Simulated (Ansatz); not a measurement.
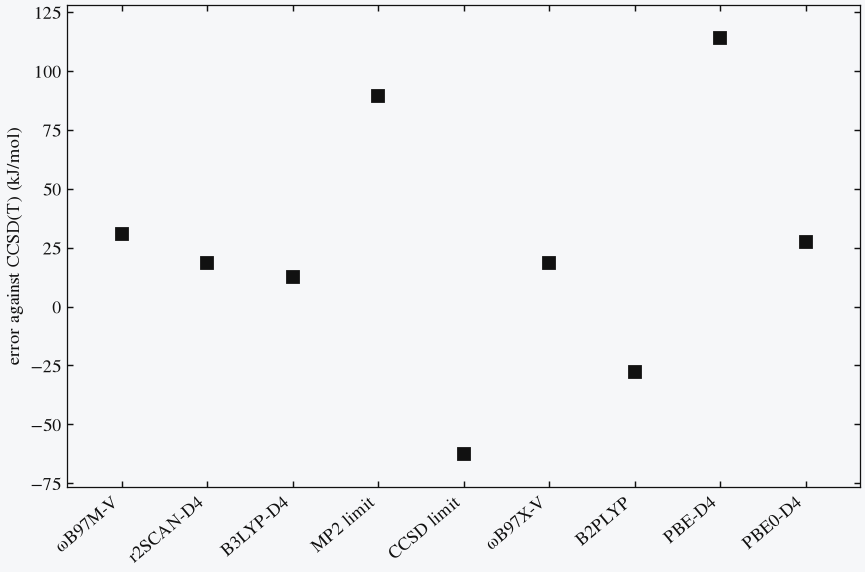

Error in the electronic atomisation energy (method less reference, so positive means overbinding) of CH₅BClNO, SMILES OCNBCl: functionals in def2-TZVPP against frozen-core CCSD(T) at the limit (MP2 extrapolated from triple and quadruple zeta, plus CCSD(T) less MP2 in a smaller set), which gives 3779.0 kJ/mol, at a PBE0-D4/def2-TZVP geometry (no frequency check), no zero-point or spin-orbit term, the Ansatz code 0.2.0. The reference leaves out core correlation, a term that grows with the number of heavy atoms. B2PLYP holds a correlation term that converges slowly with the basis, so part of the distance to the limit is basis error. No dispersion term is added to B2PLYP. Limit means the basis limit.

### What range do the values span?

From −62.7 kJ/mol (CCSD limit) to 113.9 kJ/mol (PBE-D4).

### Give the values.

```csv
level,kJ/mol
ωB97M-V,30.8
r2SCAN-D4,18.6
B3LYP-D4,12.3
MP2 limit,89.1
CCSD limit,−62.7
ωB97X-V,18.5
B2PLYP,−27.8
PBE-D4,113.9
PBE0-D4,27.5
```

Limits of at least one run: one conformer of a flexible molecule.
